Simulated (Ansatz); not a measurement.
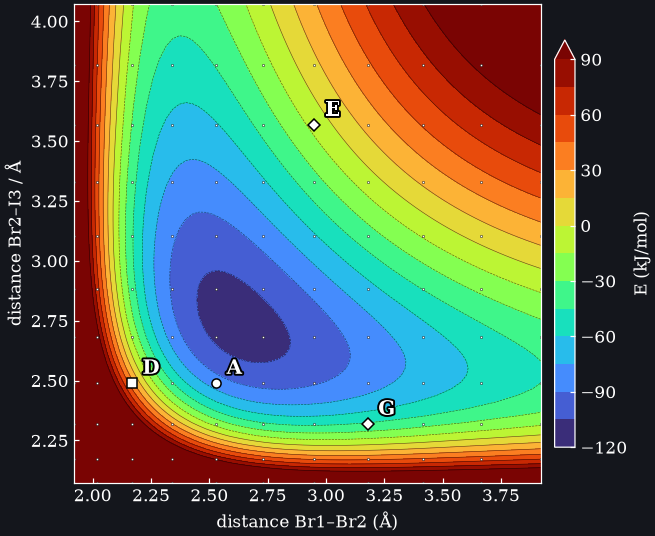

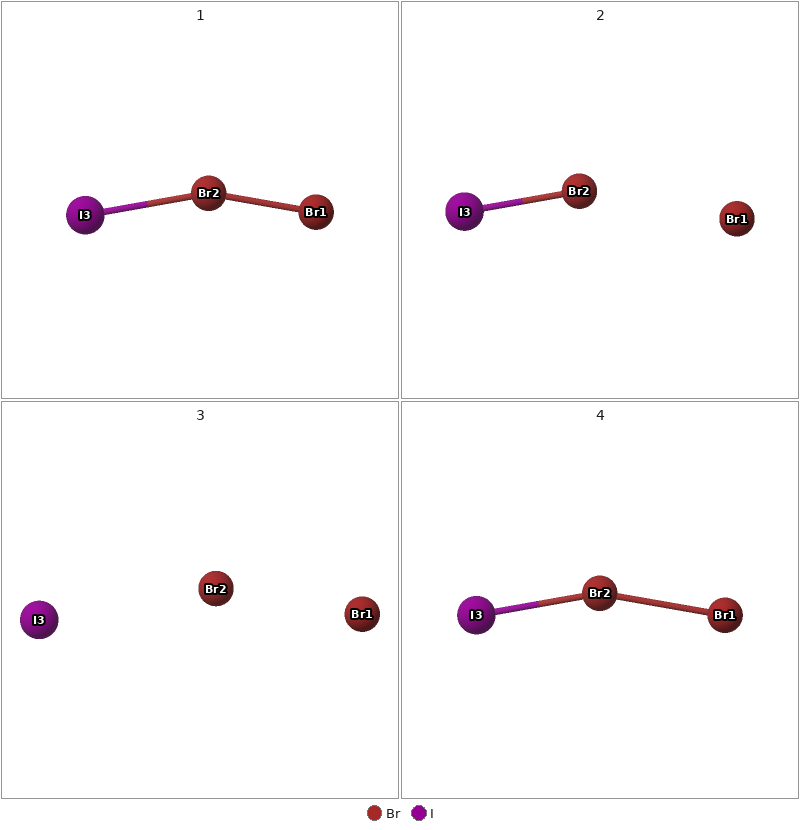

The system Br⁻ + BrI. First axis: distance Br1–Br2. Second axis: distance Br2–I3. Nothing is relaxed (the angle Br1–Br2–I3 is fixed at 160 degrees). The scan uses an 11 × 11 grid. Energies: kJ/mol, counted from Br with charge -1 far from the relaxed BrI (each part in its own basis). The reference is spin-restricted, so regions where a bond is pulled apart into radicals lie too high. Computed with RKS PBE0-D4/def2-TZVPD in Ansatz 0.2.0.

In the figure: filled contours, dots at the grid points, one colour for all values above the top of the scale, lettered points. Between grid points the surface is interpolated. The numbered pictures are the structures at these points, in random order.

Which structure belongs to which point?

Answer. A is structure 4: distance Br1–Br2 = 2.528 Å, distance Br2–I3 = 2.490 Å, −82 kJ/mol; D is structure 1: distance Br1–Br2 = 2.167 Å, distance Br2–I3 = 2.490 Å, 36 kJ/mol; E is structure 3: distance Br1–Br2 = 2.950 Å, distance Br2–I3 = 3.568 Å, −10 kJ/mol; G is structure 2: distance Br1–Br2 = 3.178 Å, distance Br2–I3 = 2.319 Å, −43 kJ/mol.
